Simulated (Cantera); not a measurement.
Charge: 1 mol HgO, 0.2 mol H2, 1.4 mol N2, equilibrated at 473.15 K.

These are equilibrium values from Cantera (NASA tables, ideal gas, pure condensed phases), not measurements of a reactor. Candidate condensed phases: H2O, Hg, HgO; 25 gas species. The numbers say what is thermodynamically allowed, not how fast it happens.

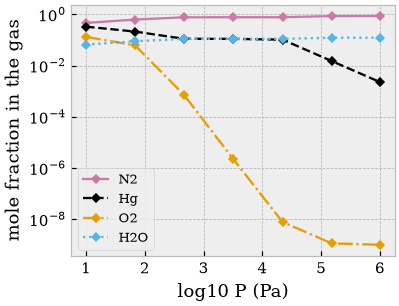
*Equilibrium gas composition (values under 1e-9 drawn at 1e-9)*

At 10.0 Pa nothing is condensed. From 68.0 Pa to 32.0 mbar the condensed part is HgO(s). From 0.220 bar to 10.0 bar the condensed part is Hg(l) + HgO(s). The main Hg-bearing gas is Hg throughout. The share of Hg in condensed phases is highest at 10.0 bar (99.6 %) and lowest at 10.0 Pa (0.0 %).
